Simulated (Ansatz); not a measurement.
Process, species as SMILES: [F][Al][F] → Al atom + 2 F atom
B3LYP-D3(BJ)/def2-TZVP geometries, fixed; electronic energies without zero-point terms.

Basis-set convergence of the atomisation energy at CCSD(T) with Ansatz (a first-principles code). All functions are spherical. Cores are frozen. Open shells are unrestricted. No added dispersion term, no relativity. Functions are those of the species that has most. Reference: Hartree-Fock in aug-cc-pV(Q+d)Z plus the correlation part extrapolated as X^-3 from aug-cc-pV(T+d)Z and aug-cc-pV(Q+d)Z, 273.14 kcal/mol, itself unsure by roughly 1.57 kcal/mol (a third of the extrapolation step and of the last Hartree-Fock step). Deviations are taken from unrounded values.

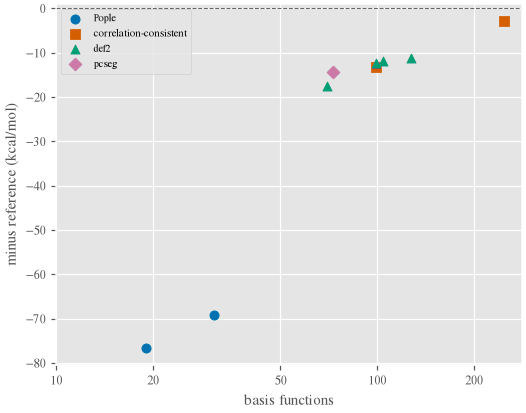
Figure: Deviation from the reference against the number of basis functions, by family of sets.

```json
[
 {"basis": "STO-3G", "functions": "19", "atomisation energy (kcal/mol)": "196.48", "minus reference (kcal/mol)": "-76.65"},
 {"basis": "6-31G", "functions": "31", "atomisation energy (kcal/mol)": "203.99", "minus reference (kcal/mol)": "-69.15"},
 {"basis": "def2-SVPD", "functions": "70", "atomisation energy (kcal/mol)": "255.53", "minus reference (kcal/mol)": "-17.60"},
 {"basis": "aug-pcseg-1", "functions": "73", "atomisation energy (kcal/mol)": "258.69", "minus reference (kcal/mol)": "-14.45"},
 {"basis": "cc-pV(T+d)Z", "functions": "99", "atomisation energy (kcal/mol)": "259.98", "minus reference (kcal/mol)": "-13.16"},
 {"basis": "def2-TZVP", "functions": "99", "atomisation energy (kcal/mol)": "260.92", "minus reference (kcal/mol)": "-12.22"},
 {"basis": "def2-TZVPP", "functions": "104", "atomisation energy (kcal/mol)": "261.19", "minus reference (kcal/mol)": "-11.94"},
 {"basis": "def2-TZVPPD", "functions": "128", "atomisation energy (kcal/mol)": "262.04", "minus reference (kcal/mol)": "-11.10"},
 {"basis": "aug-cc-pV(Q+d)Z", "functions": "249", "atomisation energy (kcal/mol)": "270.35", "minus reference (kcal/mol)": "-2.78"}
]
```
